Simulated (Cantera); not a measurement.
Charge: 1 mol K₂CO₃, 0.31 mol H₂O, 0.029 mol H₂, held at 6.40 bar.

Method: chemical equilibrium by Gibbs-energy minimisation in Cantera with the NASA 1993 tables (ideal gas, pure condensed phases). Candidate condensed phases: C, C₆H₆, C₇H₈, C₈H₁₈, H₂O, K, KOH, KO₂, K₂CO₃, K₂O, K₂O₂; 116 gas species. Rates play no part.

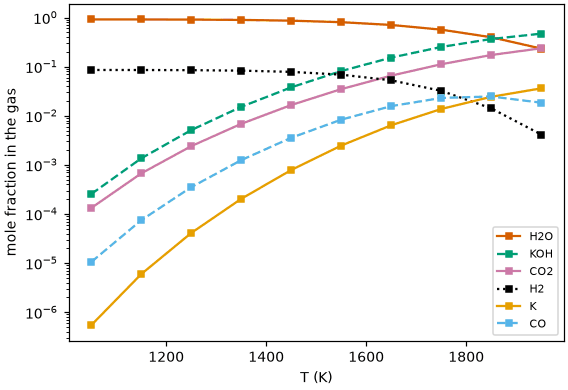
Figure: Equilibrium gas composition (values under 1e-9 drawn at 1e-9)

From 1050 K to 1150 K the condensed part is K₂CO₃(s). From 1250 K to 1950 K the condensed part is K₂CO₃(l). The main K-bearing gas is KOH throughout.
